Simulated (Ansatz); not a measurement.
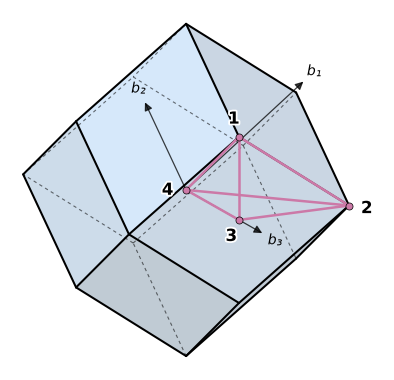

The first Brillouin zone of a body-centred cubic lattice (cI; extended symbol cI1) is drawn with its special points numbered. Crystal: Li, coordinates from a relaxation with Ansatz, DFT PBE+D3(BJ), scalar-relativistic, plane waves, PAW. Symmetry computed with spglib at a tolerance of 0.002 Å; standard conventional cell.

a = 3.322 Å, b = 3.322 Å, c = 3.322 Å, α = 90.00°, β = 90.00°, γ = 90.00°.

Labels and path follow the convention of Hinuma et al. (2017), as computed by seekpath; the arrows show the directions of the reciprocal primitive vectors b₁, b₂, b₃, in which coordinates are given.

Give the label and coordinates of each numbered point.

Answer.
| no. | label | coordinates |
| --- | --- | --- |
| 1 | P | (1/4, 1/4, 1/4) |
| 2 | H | (1/2, −1/2, 1/2) |
| 3 | N | (0, 0, 1/2) |
| 4 | Γ | (0, 0, 0) |
